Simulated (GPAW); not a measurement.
**A GW chain in GPAW: InF3 (R-3c)**

Aim: the G0W0 gap of InF3 (R-3c) on LDA, step by step.

Calculated with GPAW 26.7.0; LDA and many-body steps on it, plane waves.

### Step 1. The starting structure

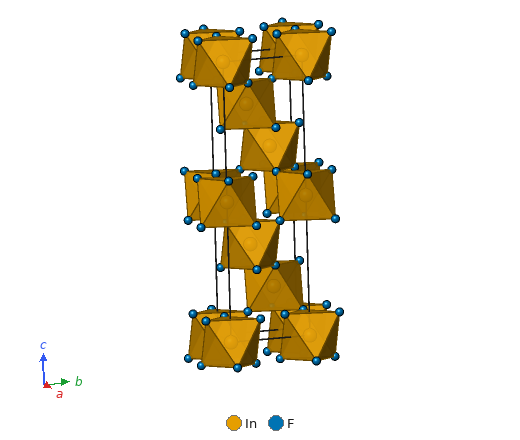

Start, viewed slightly off an axis; indium orange, fluorine blue. This picture shows the conventional cell, with its axes. Some periodic images of atoms are drawn too.

The cell and positions are those that the Materials Project relaxed with its own functionals (PBE, PBE+U or r2SCAN), kept fixed.

### Step 2. Ground state

This step: GPAW 26.7.0; DFT, LDA, plane waves, PAW.

The ground-state density comes first.

Input file run.py:

```python
import json
import numpy as np
from gpaw.mpi import world
from ase import Atoms
from gpaw import GPAW, PW, FermiDirac

atoms = Atoms(['In', 'In', 'F', 'F', 'F', 'F', 'F', 'F'],
    cell=[[2.6021411829, 1.5023469124, 4.9075061345],
      [-2.6021411829, 1.5023469124, 4.9075061345],
      [0.0000000000, -3.0046938249, 4.9075061345]],
    scaled_positions=[[0.5000000000, 0.5000000000, 0.5000000000],
      [0.0000000000, 0.0000000000, 0.0000000000],
      [0.3957092200, 0.7500000000, 0.1042907800],
      [0.7500000000, 0.1042907800, 0.3957092200],
      [0.8957092200, 0.6042907800, 0.2500000000],
      [0.2500000000, 0.8957092200, 0.6042907800],
      [0.6042907800, 0.2500000000, 0.8957092200],
      [0.1042907800, 0.3957092200, 0.7500000000]],
    pbc=(True, True, True))
calc = GPAW(mode=PW(600),
    xc='LDA',
    kpts={'size': (6, 6, 6), 'gamma': True},
    occupations=FermiDirac(0.001),
    nbands=-10,
    convergence={'density': 1e-6, 'bands': -3},
    maxiter=100,
    txt='gs.txt')
atoms.calc = calc
res = {'energy': atoms.get_potential_energy()}
kpts = calc.get_ibz_k_points()
res['kpts'] = kpts
res['eigenvalues'] = [calc.get_eigenvalues(kpt=k) for k in range(len(kpts))]
res['n_electrons'] = calc.get_number_of_electrons()
calc.write('gs.gpw')

if world.rank == 0:
    with open('result.json', 'w') as f:
        json.dump(res, f, default=lambda x: x.tolist())
```

Command:

```bash
mpirun -n 12 gpaw python run.py
```

Numbers of over 12 decimals in the logs are rounded to 6 here.

Log:

```text
__  _  _
 | _ |_)|_||  |
 |__||  | ||/\| - 26.7.0

Input parameters:
  mode=PW(ecut=600.0),
  convergence={'density': 1e-06, 'bands': -3},
  kpts=MonkhorstPack(size=(6, 6, 6), gamma=True),
  maxiter=100,
  nbands=-10,
  occupations=Occupations(name='fermi-dirac', width=0.001, fixmagmom=False),
  xc=XC(name='LDA')
  [... matrices ...]
Diagonalizing LCAO Hamiltonian
Converting LCAO to pw mode

        F      F
             F
            In
           F    F
         F

            In

Atoms  # Å, Bohr magnetons
|   | symbol |         x |         y |        z |    initial magnetic moments |
| 0 |     In |  0.000000 | -0.000000 | 7.361259 | ( 0.0000,  0.0000,  0.0000) |
| 1 |     In |  0.000000 |  0.000000 | 0.000000 | ( 0.0000,  0.0000,  0.0000) |
| 2 |      F | -0.921915 |  1.407891 | 6.134383 | ( 0.0000,  0.0000,  0.0000) |
| 3 |      F |  1.680227 |  0.094456 | 6.134383 | ( 0.0000,  0.0000,  0.0000) |
| 4 |      F |  0.758312 |  1.502347 | 8.588136 | ( 0.0000,  0.0000,  0.0000) |
| 5 |      F | -1.680227 | -0.094456 | 8.588136 | ( 0.0000,  0.0000,  0.0000) |
| 6 |      F |  0.921915 | -1.407891 | 8.588136 | ( 0.0000,  0.0000,  0.0000) |
| 7 |      F | -0.758312 | -1.502347 | 6.134383 | ( 0.0000,  0.0000,  0.0000) |

Unit cell  # Å
| periodic |         x |         y |        z |  lengths |    angles |
|      yes |  2.602141 |  1.502347 | 4.907506 | 5.754285 | 53.771033 |
|      yes | -2.602141 |  1.502347 | 4.907506 | 5.754285 | 53.771033 |
|      yes |  0.000000 | -3.004694 | 4.907506 | 5.754285 | 53.771033 |

Number of symmetries: 6
Symmetry operations  # r_c * U_cc + t_c -> r_c
|   | kind |            matrix            |
| 0 |  E   |  1, 0, 0,  0, 1, 0,  0, 0, 1 |
| 1 |  C3  |  0, 1, 0,  0, 0, 1,  1, 0, 0 |
| 2 |  C3  |  0, 0, 1,  1, 0, 0,  0, 1, 0 |
| 3 |  S6  |  0, 0,-1, -1, 0, 0,  0,-1, 0 |
| 4 |  S6  |  0,-1, 0,  0, 0,-1, -1, 0, 0 |
| 5 |  i   | -1, 0, 0,  0,-1, 0,  0, 0,-1 |

BZ-sampling:
  Number of BZ points: 216
  Number of IBZ points: 40

  Monkhorst-Pack size: [6, 6, 6]
  Monkhorst-Pack shift: [0.083333, 0.083333, 0.083333]

K-points  # in reciprocal-cell coordinates
|     |                                coordinates |     weight |
|   0 | (  0.00000000,   0.00000000,   0.00000000) | 0.00462963 |
|   1 | (  0.16666667,   0.00000000,  -0.16666667) | 0.02777778 |
|   2 | (  0.16666667,   0.00000000,   0.00000000) | 0.02777778 |
|   3 | (  0.16666667,   0.16666667,  -0.16666667) | 0.02777778 |
|   4 | (  0.16666667,   0.16666667,   0.00000000) | 0.02777778 |
|   5 | (  0.16666667,   0.16666667,   0.16666667) | 0.00925926 |
|   6 | (  0.33333333,  -0.16666667,  -0.33333333) | 0.02777778 |
|   7 | (  0.33333333,  -0.16666667,  -0.16666667) | 0.02777778 |
|   8 | (  0.33333333,  -0.16666667,   0.00000000) | 0.02777778 |
|   9 | (  0.33333333,  -0.16666667,   0.16666667) | 0.02777778 |
| ... |                                            |            |
|  39 | (  0.50000000,   0.50000000,   0.50000000) | 0.00462963 |

Plane wave coefficients: 3895
Cutoff: 600.0 eV

Spin-components: 1 (collinear spins)
Bands:           44
Projectors:      42
Spin-degeneracy: 2
Datatype:        complex128

  Storage: CPU
  Wave functions: 109_683_200 bytes (9_140_266 per core)
  Projectors: 69_798_400 bytes (5_816_533 per core)
  [... matrices ...]
Parallelization:
  kpt:    6
  domain: 2
  band:   1

Density:
  Valence electrons: 68.0
  Components: 1
  Grid points: [35 35 35]
  Charge: 0.0  # |e|

Potential:
  Grid points: [35 35 35]

species:
  In:
    name:    Indium
    Z:       49.0
    valence: 13
    core:    36
    charge:  0.0  # [|e|]
    compensation charges:
      type: gauss
      rc: 0.36  # [Å]
      lmax: 2
    cutoffs:
      filter: 2.09  # [Å]
      core: 2.48  # [Å]
    projectors
    | kind |    occ | energy [eV] | rcut [Å] |
    |   5s |  2.000 |      -8.474 |    1.185 |
    |   5p |  1.000 |      -2.700 |    1.244 |
    |   4d | 10.000 |     -18.723 |    1.148 |
    |    s |        |      18.738 |    1.185 |
    |    p |        |      24.512 |    1.244 |
    |    d |        |       8.489 |    1.148 |

    Using partial waves for In as LCAO basis

  F:
    name:    Fluorine
    Z:       9.0
    valence: 7
    core:    2
    charge:  0.0  # [|e|]
    compensation charges:
      type: gauss
      rc: 0.20  # [Å]
      lmax: 2
    cutoffs:
      filter: 1.14  # [Å]
      core: 0.74  # [Å]
    projectors
    | kind |    occ | energy [eV] | rcut [Å] |
    |   2s |  2.000 |     -29.647 |    0.635 |
    |   2p |  5.000 |     -11.293 |    0.635 |
    |    s |        |      -2.435 |    0.635 |
    |    p |        |      15.918 |    0.635 |
    |    d |        |       0.000 |    0.635 |

    Using partial waves for F as LCAO basis

Reference energy: -335862.333596  # eV

eigensolver:
  PPCG
  Converge bands: -3
  niter=2

density mixing:
  MSR1-Mixer
  Pratt-step length: 0.05
  Maximum mixing coefficient: 0.75
  Old densities: 10
  SVD Regularization: 0.005
  Good broyden scale: 1.0
  Trust region scale: 1.0
  Backstep threshold: 4.0
  History deletion threshold: 6.0
  Fourier metric: weight=20.0, sigma=0.015

occupation numbers:
  Fermi-Dirac:
    width: 0.0010  # eV

poisson solver:
  ecut: 4800.0  # eV

xc functional:
  name: None

Initialization done in: 3.705 s

convergence criteria:
- Maximum integral of absolute [dens]ity change: 1e-06 electrons / valence electron
- Maximum [total energy] change in last 3 cyles: 0.0005 eV / valence electron
- Maximum integral of absolute [eigenst]ate change: 4e-08 eV^2 / valence electron
maximum number of iterations: 100

SCF iterations
|iter     |     time |      energy | eigst |  dens |
|iter:   1|  |  -44.337021 | +0.17 |       |
|iter:   2|  |  -43.413084 | -0.58 | -1.05 |
|iter:   3|  |  -40.582247 | -0.34 | -1.10 |
|iter:   4|  |  -40.503024 | -1.29 | -1.56 |
|iter:   5|  |  -40.489068 | -1.84 | -1.91 |
|iter:   6|  |  -40.489003c| -2.53 | -2.93 |
|iter:   7|  |  -40.489004c| -3.10 | -3.36 |
|iter:   8|  |  -40.489004c| -3.62 | -4.25 |
|iter:   9|  |  -40.489004c| -4.18 | -5.03 |
|iter:  10|  |  -40.489004c| -4.68 | -5.56 |
|iter:  11|  |  -40.489004c| -5.21 | -6.34c|
|iter:  12|  |  -40.489004c| -5.69 | -6.89c|
|iter:  13|  |  -40.489004c| -6.17 | -7.59c|
|iter:  14|  |  -40.489004c| -6.60 | -8.43c|
|iter:  15|  |  -40.489004c| -7.06 | -8.93c|
|iter:  16|  |  -40.489004c| -7.57c| -9.39c|

Converged in 16 steps
SCF loop duration: 28.098 s (1.756 s/step)
Energy contributions relative to reference atoms: (reference = -335862.333596)
  [... matrices ...]
Energy contributions:
  Kinetic:          85.327288
  Coulomb:         -79.925641
  Zero:              0.850203
  External:          0.000000
  Xc:              -46.740855
  Entropy:          -0.000000
  Spinorbit:         0.000000
  ----------------------------
  Free energy:     -40.489004
  Extrapolated:    -40.489004

dipole moment: (-0.000000, 0.000000, -48.457894)  # |e|*Ang

Fermi level: 0.378
Eigenvalues  # (at kpt = [0.000, 0.000, 0.000])
| band index |      eig [eV] | occ [0-2] |
|          0 |       -21.007 |     2.000 |
|        ... |               |           |
|         26 |        -1.610 |     2.000 |
|         27 |        -1.307 |     2.000 |
|         28 |        -1.186 |     2.000 |
|         29 |        -1.186 |     2.000 |
|         30 |        -1.164 |     2.000 |
|         31 |        -1.164 |     2.000 |
|         32 |        -1.022 |     2.000 |
|         33 |        -1.022 |     2.000 |
|         34 |         3.014 |     0.000 |
[...]
|         38 |        10.490 |     0.000 |
|         39 |        11.498 |     0.000 |
|         40 |        12.407 |     0.000 |
|         41 |        12.407 |     0.000 |
|        ... |               |           |
|         43 |        13.182 |     0.000 |

Gap: 4.001 eV
Transition (v -> c):
  (s=0, k=36, n=33, [0.50, 0.50, 0.00]) -> (s=0, k=0, n=34, [0.00, 0.00, 0.00])
Direct/indirect transitions are different
Direct gap: 4.036 eV
Transition at: (s=0, k=0, n=33, [0.00, 0.00, 0.00])
# Writing to gs.gpw (mode='')
  [... matrices ...]
```

It took 35 s on 12 MPI ranks of AMD EPYC 7R43, shared host; peak memory 2.4 GiB.

Numbers from this step:

```yaml
total_energy: -40.49 eV
gap: 4.001 eV
k_of_the_valence_top: 0.5, 0.5, 0
k_of_the_conduction_bottom: 0, 0, 0
least_direct_gap: 4.036 eV
```

The gap is indirect, with the least direct gap 0.03 eV higher.

### Step 3. Empty states on the mesh, 4×4×4 mesh, 539 bands

The sums over transitions need many empty states on a uniform mesh; this step solves for them.

Input file run.py:

```python
import json
import numpy as np
from gpaw.mpi import world
from gpaw import GPAW

calc = GPAW('gs.gpw').fixed_density(kpts={'size': (4, 4, 4), 'gamma': True},
    parallel={'domain': 1, 'band': 1},
    txt='nscf.txt')
calc.diagonalize_full_hamiltonian(nbands=539)
calc.write('full.gpw', mode='all')
res = {}
kpts = calc.get_ibz_k_points()
res['kpts'] = kpts
res['eigenvalues'] = [calc.get_eigenvalues(kpt=k) for k in range(len(kpts))]
res['n_electrons'] = calc.get_number_of_electrons()

if world.rank == 0:
    with open('result.json', 'w') as f:
        json.dump(res, f, default=lambda x: x.tolist())
```

Command:

```bash
mpirun -n 12 gpaw python run.py
```

Log:

```text
Diagonalizing LCAO Hamiltonian
Converting LCAO to pw mode
convergence criteria:
- Maximum integral of absolute [eigenst]ate change: 4e-08 eV^2 / valence electron
maximum number of iterations: 100

SCF iterations
|iter     |     time |      energy | eigst |  dens |
|iter:   1|  |             | +0.50 |       |
|iter:   2|  |             | -0.65 |       |
|iter:   3|  |             | -1.38 |       |
[...]
|iter:  14|  |             | -6.55 |       |
|iter:  15|  |             | -6.99 |       |
|iter:  16|  |             | -7.46c|       |
SCF steps: 16
  __  _  _
 | _ |_)|_||  |
 |__||  | ||/\| - 26.7.0

Input parameters:
  mode=PW(ecut=600.0),
  convergence={'density': 1e-06, 'bands': -3},
  gpts=array([35, 35, 35]),
  kpts=MonkhorstPack(size=(4, 4, 4), gamma=True),
  maxiter=100,
  nbands=44,
  occupations=Occupations(name='fermi-dirac', width=0.001, fixmagmom=False),
  parallel={'domain': 1, 'band': 1},
  xc=XC(name='LDA')
Matrix size: 3895x3895
# Writing to full.gpw (mode='all')
  [... matrices ...]

timing:  # [seconds]
  Total: 102.452  # ━━━━━━━━━━━━━━━━━━━━━━━━━━━━━━━━━━━━━━━━━━━━━━━━━━━━━━━━━
```

Elapsed: 2 min, on 12 MPI ranks; peak memory 14 GiB; 24 min of CPU time.

Numbers from this step:

```yaml
gap: 4.001 eV
k_of_the_valence_top: 0.5, 0.5, 0
k_of_the_conduction_bottom: 0, 0, 0
least_direct_gap: 4.036 eV
k_points_computed: 14
lowest_point_of_the_top_converged_band_above_the_valence_top: 151.3178 eV
```

On this mesh the gap is 4.001 eV.

### Step 4. Screening and self-energy, 4×4×4 mesh, 245 bands, screening to 96 eV

G0W0 replaces the xc potential by the self-energy, built once from these orbitals. Only a window of levels is corrected, while the sums run over the empty bands that the input names.

This step: G0W0 on LDA, plane waves, PAW.

Input file run.py:

```python
import json
import numpy as np
from gpaw.mpi import world
from gpaw.response.g0w0 import G0W0

gw = G0W0('full.gpw',
    filename='gw',
    kpts=[0, 11],
    bands=(32, 36),
    ecut=96,
    nbands=245,
    integrate_gamma='WS',
    ppa=True)
gw.calculate()
res = {mode: {k: v for k, v in r.items() if k != 'sigma_eskwn'}
       for mode, r in gw.all_results.items()}

if world.rank == 0:
    with open('result.json', 'w') as f:
        json.dump(res, f, default=lambda x: x.tolist())
```

Command:

```bash
mpirun -n 12 gpaw python run.py
```

Log:

```text
Using integrator: PointIntegrator
FrequencyGridDescriptor(from 0.000+0.000j to 0.000+27.211j eV, 2 points)
Nonperiodic BCs:  [False False False]
Using integrator: PointIntegrator
FrequencyGridDescriptor(from 0.000+0.000j to 0.000+27.211j eV, 2 points)
Nonperiodic BCs:  [False False False]
  ___  _ _ _
 |   || | | |
 | | || | | |
 |__ ||_____|
 |___|

BZ k-points: Symmetries present (total): 6

  [... matrices ...]
64 k-points: 4 x 4 x 4 Monkhorst-Pack grid + [1/8,1/8,1/8]
14 k-points in the irreducible part of the Brillouin zone
       k-points in crystal coordinates                weights
   0:     0.00000000    0.00000000    0.00000000          1/64
   1:     0.25000000    0.00000000   -0.25000000          6/64
   2:     0.25000000    0.00000000    0.00000000          6/64
   3:     0.25000000    0.25000000   -0.25000000          6/64
   4:     0.25000000    0.25000000    0.00000000          6/64
   5:     0.25000000    0.25000000    0.25000000          2/64
   6:     0.50000000    0.00000000    0.00000000          3/64
   7:     0.50000000    0.00000000    0.25000000          6/64
   8:     0.50000000    0.25000000   -0.25000000          6/64
   9:     0.50000000    0.25000000    0.00000000          6/64
          ...
  13:     0.50000000    0.50000000    0.50000000          1/64

Distributing spins, k-points and bands (1 x 2 x 4) over 12 processes
Number of blocks: 1

Quasi particle states:
k-points (IBZ indices): [0, 11]
Band range: (32, 36)
  [... matrices ...]
Computational parameters:
Plane wave cut-off: 96 eV
Number of bands: 245
Coulomb cutoff: None
Broadening: 0.1 eV

fxc modes: GW
Kernel: RPA
Using Godby-Needs plasmon-pole approximation:
  Fitting energy: i*E0, E0 = 1.000 Hartree
Summing all q:

Calculating screened Coulomb potential
No Coulomb truncation
FrequencyGridDescriptor(from 0.000+0.000j to 0.000+27.211j eV, 2 points)
Removing empty qpoint cache files...

Calculating chi0 body with:
    Ground state adapter containing:
    Number of spins: 1
    Number of kpoints: 64
    Number of irreducible kpoints: 14
    Number of completely occupied states: 34
    Number of partially occupied states: 34
    Occupied states memory: 22.243500 M / cpu

    Linear response parametrization:
    q_c: [0.0, 0.0, 0.0]
    Number of frequency points: 2
    Planewave cutoff: 96.0
    Number of bands: 245
    Number of planewaves: 241
    Broadening (eta): 1e-06
    comm.size: 12
    kncomm.size: 12
    blockcomm.size: 1

    Memory estimate of potentially large arrays:
        chi0_wGG: 1.772491 M / cpu
Integrating chi0 body.

Symmetries of q_c:
    Direct symmetries (Uq -> q): 6
    Indirect symmetries (TUq -> q): 0
In total 6 allowed symmetries.

  [... matrices ...]
14 groups of equivalent kpoints. 78.125% reduction.

Integral kind: response function
Integrating chi0 head and wings.

Symmetries of q_c:
    Direct symmetries (Uq -> q): 6
    Indirect symmetries (TUq -> q): 0
In total 6 allowed symmetries.

  [... matrices ...]
14 groups of equivalent kpoints. 78.125% reduction.

Integral kind: response function wings

Calculating chi0 body with:
    Ground state adapter containing:
    Number of spins: 1
    Number of kpoints: 64
    Number of irreducible kpoints: 14
    Number of completely occupied states: 34
    Number of partially occupied states: 34
    Occupied states memory: 22.243500 M / cpu

[... the further q-points ...]

Results:
f:      Occupation numbers
eps:     KS-eigenvalues [eV]
vxc:     KS vxc [eV]
exx:     Exact exchange [eV]
sigma:   Self-energies [eV]
dsigma:  Self-energy derivatives
Z:       Renormalization factors
qp:      QP-energies [eV]

k-point 0 (0): (0.000, 0.000, 0.000)                GW
band       f     eps     vxc     exx   sigma  dsigma       Z      qp
                                                                   GW
  32   1.000  -1.022 -24.799 -32.263   5.441  -0.260   0.794  -2.628
  33   1.000  -1.022 -24.799 -32.263   5.441  -0.260   0.794  -2.628
  34   0.000   3.014 -16.532 -11.641  -2.689  -0.153   0.867   4.923
  35   0.000   8.480 -22.189 -15.062  -3.314  -0.210   0.827  11.631

k-point 1 (11): (0.500, 0.500, 0.000)                GW
band       f     eps     vxc     exx   sigma  dsigma       Z      qp
                                                                   GW
  32   1.000  -1.099 -26.206 -32.908   4.953  -0.244   0.804  -2.505
  33   1.000  -0.987 -24.831 -32.313   5.456  -0.260   0.794  -2.595
  34   0.000   5.573 -20.209 -14.518  -2.740  -0.177   0.850   8.081
  35   0.000   7.135 -21.280 -14.818  -3.048  -0.187   0.842  10.011
```

Elapsed: 11 min, on 12 MPI ranks; peak memory 6.2 GiB.

This step gave:

| Item | Value |
| --- | --- |
| G0W0 gap on the points computed | 7.428 eV |
| least direct G0W0 gap on the computed points | 7.550 eV |
| Z at the valence top | 0.8039 |
| Z at the conduction bottom | 0.8670 |
| starting gap on the mesh | 4.001 eV |
| k of the valence top | 0.5, 0.5, 0 |
| k of the conduction bottom | 0, 0, 0 |

The gap on the mesh goes from 4.00 eV to 7.43 eV, a correction of +3.43 eV.

Limits: finite bands, cutoff and mesh; no spin-orbit coupling. v1 is the top filled band, c1 the lowest empty one. The levels before and after the correction (eV, zero at the valence-band top of each column):

```
           conduction bottom  valence top
Kohn-Sham               4.00         0.00
     G0W0               7.43         0.00
```

```
                    level  energy (eV)
Kohn-Sham         Γ v2-v1       -0.035
Kohn-Sham            Γ c1        4.001
Kohn-Sham            Γ c2        9.467
Kohn-Sham  (0.5 0.5 0) v2       -0.112
Kohn-Sham  (0.5 0.5 0) v1        0.000
Kohn-Sham  (0.5 0.5 0) c1        6.560
Kohn-Sham  (0.5 0.5 0) c2        8.122
     G0W0         Γ v2-v1       -0.123
     G0W0            Γ c1        7.428
     G0W0            Γ c2       14.136
     G0W0  (0.5 0.5 0) v2        0.000
     G0W0  (0.5 0.5 0) v1       -0.090
     G0W0  (0.5 0.5 0) c1       10.586
     G0W0  (0.5 0.5 0) c2       12.516
```

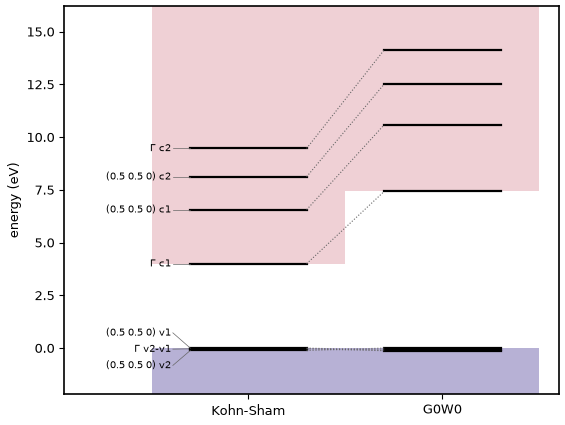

Levels before and after the correction. Shaded: valence and conduction bands.

### Step 5. Where the time went

Times are wall times on 12 MPI ranks of AMD EPYC 7R43, shared host, good to a factor of about two.

```
                     step    time  share  memory (GiB)
             ground state    35 s    4 %           2.4
 empty states on the mesh   2 min   15 %            14
screening and self-energy  11 min   81 %           6.2
```

### Step 6. What came out

```
LDA gap              : 4.00 eV, indirect (only 35 meV under the direct gap)
G0W0 gap on the mesh : 7.43 eV
GW settings          : 4×4×4 mesh, 245 bands, screening to 96 eV, Godby-Needs plasmon pole
known limits         : not at the basis limit; no spin-orbit coupling
```

**Reading.** G0W0 moves the gap on the mesh from 4.00 eV to 7.43 eV (+3.43 eV), with Z of 0.80 and 0.87 at the edges. Only 2 of the mesh's irreducible points were corrected, so a valley elsewhere could overtake. The dearest step here is «screening and self-energy». Bands and cutoff are finite, so the gap is not at the basis limit. The miss can reach some tenths of an eV and take either sign; the mesh is an error of its own. These stock PAW sets were not made for GW. In the G0W0 run levels were corrected at 2 k points alone, so a gap called «on the mesh» is the least over those, and an edge elsewhere would be missed. The many-body steps are scalar-relativistic: spin-orbit coupling is not in them.

[Paths, hosts, dates, memory and timing lines, banners, echoed tables and standing remarks are left out of the program output.]

[Logs are printed without paths, hosts, clocks, repeated set-up lines and the standing remarks that a program may print on its own settings, such as how far it seeks lower states.]

[Runs of the session that timed out or met a known fault of the program may be left out.]

[Hosts, paths, dates, database ids (printed as entryN), source tags and the programs' standing remarks are cut or masked in the printed files.]
